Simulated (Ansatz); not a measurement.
**Hf₂Si (quintet): density, localisation and related maps**

```xyz
3

Hf   -1.5618    1.4512   -1.5492
Hf   -2.6262   -0.1862    0.2570
Si   -0.1465    0.0120   -0.0101
```

Geometry: r2SCAN-D4/def2-TZVP; ⟨S²⟩ = 6.05, above the pure value of 6.00; core potentials replace the inner electrons of Hf.

Theory: UKS PBE0-D4/def2-TZVP (Ansatz).

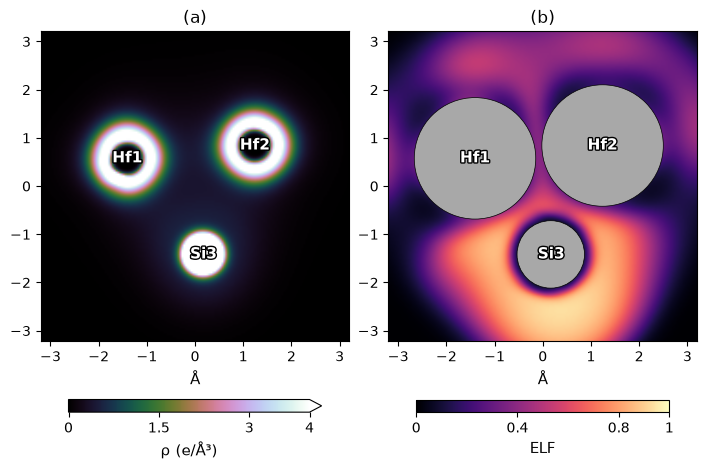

Figure 1. (a) electron density; (b) ELF on the molecular plane. Grey discs cover the atomic cores in the ELF map.

Read the bonding off the picture.

Atoms in the plane: Hf and Si. Hf–Si (2.50 Å): ρ at the midpoint is about 0.43 e/Å³; the ELF peaks at about 0.55 in the valence shell of Si, 1.0 Å from its nucleus, and is about 0.35 at the midpoint. Hf–Hf (2.66 Å): the density is about 0.46 e/Å³ at the midpoint; the ELF is about 0.40 at the midpoint.

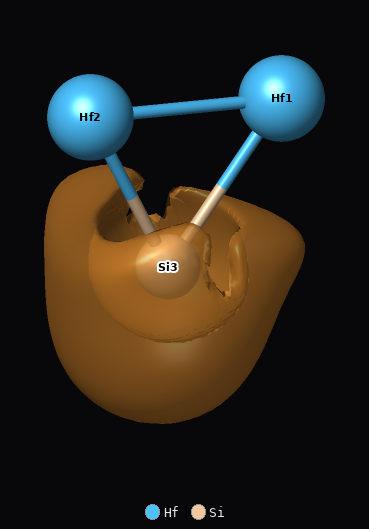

Figure 2. Isosurface of the ELF at 0.75 (orange), seen at a tilt. Only the valence region is drawn (cores and ρ < 0.01 e/Å³ removed).

Identify the bonds, lone pairs and shells in this picture.

The surface consists of one region wrapped around Si (its valence shell).

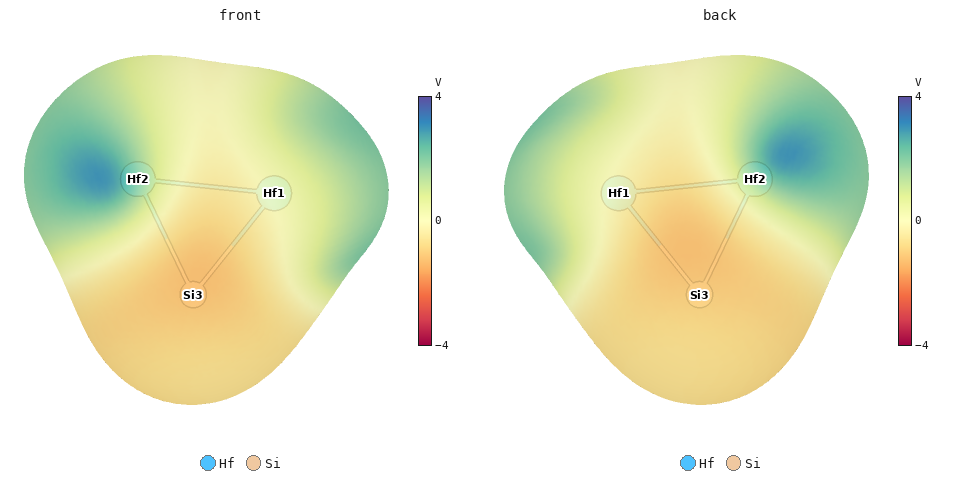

Figure 3. The electrostatic potential painted on the density surface at 0.002 e/bohr³, seen from the front and from behind; the colour scale runs from red (negative) to blue (positive).

Where is the surface potential most negative and most positive?

The most negative region (about −1.3 V, or −30 kcal/mol for a unit charge) lies over Si3, the most positive (about +3.0 V, or +69 kcal/mol for a unit charge) over Hf2.

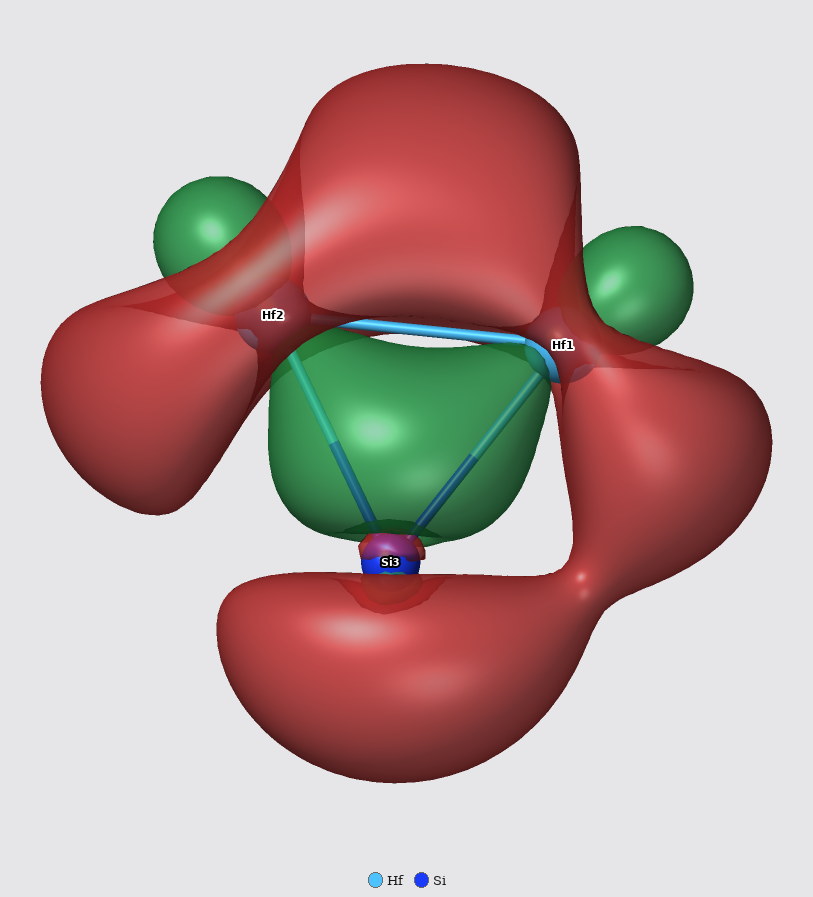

Figure 4. The LUMO (β) at ±0.06 Å⁻³ᐟ² (green and red are the two phases), seen across its widest extent.

Where does this orbital lie, and at what energy?

By Hirshfeld shares it lies mainly on Hf1 (about 40 %), Hf2 (about 40 %) and Si3 (about 25 %); it is symmetric in the molecular plane (an in-plane orbital: σ, lone-pair or in-plane π type). Its energy is −2.95 eV.
